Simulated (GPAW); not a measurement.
# Polarising S/Ti(0001) with a field along the normal

The dipole of the cell at several fields, atoms fixed. What does the strongest field give, and what length does the slope stand for?

**Method.** GPAW 26.7.0, plane waves (400 eV), PAW setups, PBE, 12×12 mesh, a dipole layer in the vacuum; geometry relaxed without an applied field with GPAW. The cell's area is 7.54 Å², and e/ε0 = 180.95 V Å.

What came out, but for one run:

| field (V/Å) | dipole (e Å) |
| --- | --- |
| −0.2 | −0.1597 |
| −0.1 | −0.1095 |
| −0.05 | −0.0843 |
| 0.05 | −0.0339 |
| 0.1 | −0.0087 |
| 0.2 | 0.0419 |
| 0.3 | ? |

To predict: What is the dipole at 0.3 V/Å?

**Working.** A line through the 6 points has the slope α = 0.504 e Å per V/Å and the intercept p₀ = −0.0590 e Å (r.m.s. residual 9.4e−05). At 0.3 V/Å it gives p = −0.0590 + 0.504 × 0.3 = 0.0922 e Å; the run gives 0.0925 e Å, so the response stays linear to 0.3 % of the induced part. Dividing by ε0 and the area: α/(ε0 A) = 0.504 × 180.95 / 7.54 = 12.10 Å, against 8.69 Å between the outer nuclei.

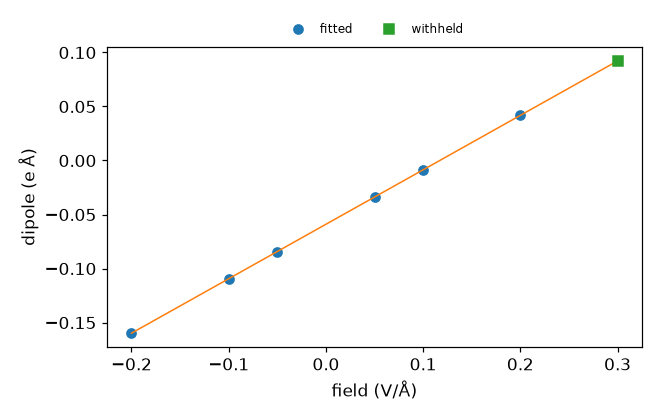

The line and the withheld run.

**Limits.** This is the electronic response alone; ions that move would add to it in polar layers. No run was spin-polarised, so magnetic states weren't tested.
